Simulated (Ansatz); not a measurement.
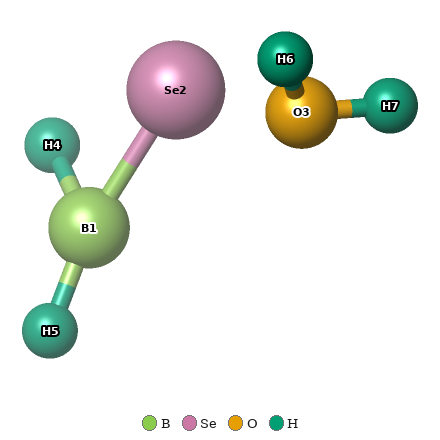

The system is BH4OSe, charge +1; the picture shows the reference structure. 
- The first coordinate is: umbrella angle at O3 (between each of its bonds and their common axis; 90 is planar); the second: change of the bonds O3–Se2, O3–H6, O3–H7, all alike.
- Nothing is relaxed (all other coordinates rigid).
- The scan uses a 15 × 15 grid.
- Points are written as (first, second).
- All energies are given in eV relative to the lowest grid point.
- Theory: RKS SPW92 (LDA)/def2-TZVP in Ansatz.

Its coordinates:

```xyz
7

B    -1.4961    0.3221   -0.4777
Se    0.2187    0.0270   -0.8467
O     1.3574   -0.3307    0.9116
H    -1.3685    0.4028   -1.7763
H    -2.5180    0.4680    0.1107
H     2.0520    0.3384    1.1022
H     1.7545   -1.2277    0.9762
```

Range: umbrella angle at O3 (between each of its bonds and their common axis; 90 is planar) from 62.4 to 117.6°; change of the bonds O3–Se2, O3–H6, O3–H7, all alike from −0.150 to 0.232 Å.

> What landscape does the calculation give?

The lowest grid point is at (105.8°, 0.014 Å). The highest grid point, (62.4°, −0.150 Å), lies 1.97 eV above the lowest.

```tsv
second ↓, first →	62.4	66.3	70.3	74.2	78.2	82.1	86.1	90.0	93.9	97.9	101.8	105.8	109.7	113.7	117.6
0.232	1.68	1.66	1.68	1.72	1.77	1.82	1.85	1.86	1.84	1.79	1.73	1.67	1.63	1.61	1.63
0.205	1.40	1.37	1.38	1.42	1.47	1.51	1.54	1.55	1.53	1.48	1.43	1.37	1.33	1.32	1.34
0.177	1.12	1.09	1.09	1.12	1.17	1.21	1.23	1.24	1.22	1.18	1.13	1.08	1.04	1.04	1.07
0.150	0.88	0.84	0.84	0.86	0.89	0.93	0.95	0.96	0.94	0.90	0.86	0.81	0.78	0.79	0.83
0.123	0.66	0.61	0.60	0.62	0.65	0.68	0.70	0.70	0.69	0.65	0.61	0.57	0.55	0.56	0.61
0.095	0.47	0.41	0.39	0.40	0.43	0.45	0.47	0.47	0.46	0.43	0.39	0.36	0.34	0.36	0.42
0.068	0.32	0.26	0.23	0.23	0.25	0.27	0.29	0.29	0.27	0.25	0.22	0.19	0.18	0.21	0.28
0.041	0.23	0.15	0.11	0.11	0.12	0.14	0.15	0.15	0.13	0.11	0.09	0.07	0.07	0.10	0.18
0.014	0.19	0.10	0.05	0.04	0.04	0.05	0.06	0.06	0.05	0.03	0.01	0.00	0.01	0.05	0.14
−0.014	0.22	0.11	0.06	0.04	0.04	0.04	0.05	0.05	0.04	0.02	0.01	0.00	0.02	0.07	0.18
−0.041	0.33	0.21	0.15	0.12	0.11	0.11	0.11	0.11	0.10	0.09	0.08	0.08	0.11	0.18	0.29
−0.068	0.54	0.41	0.33	0.29	0.28	0.27	0.27	0.27	0.26	0.25	0.25	0.26	0.30	0.38	0.50
−0.095	0.86	0.72	0.63	0.58	0.56	0.55	0.55	0.54	0.54	0.53	0.53	0.55	0.60	0.69	0.83
−0.123	1.34	1.19	1.09	1.03	1.00	0.98	0.97	0.97	0.96	0.96	0.97	1.00	1.06	1.16	1.32
−0.150	1.97	1.80	1.69	1.62	1.58	1.56	1.55	1.54	1.54	1.54	1.56	1.59	1.66	1.78	1.95
```

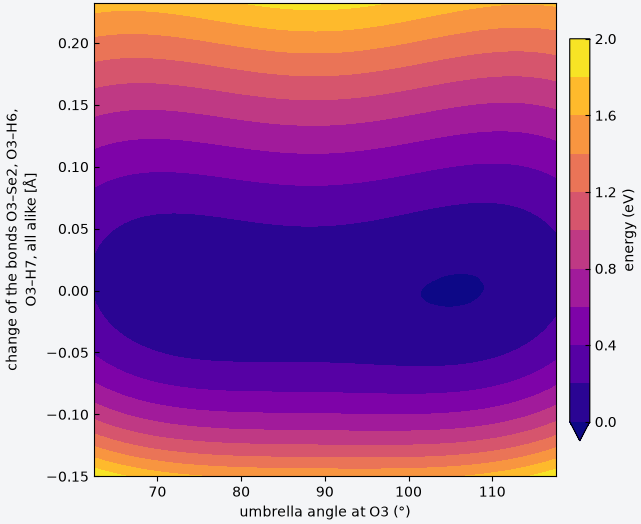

The picture shows filled contours. Between grid points the surface is interpolated.

The whole map (225 points run) took 8.6 min on 1 thread of Arm Neoverse V1 (shared host).
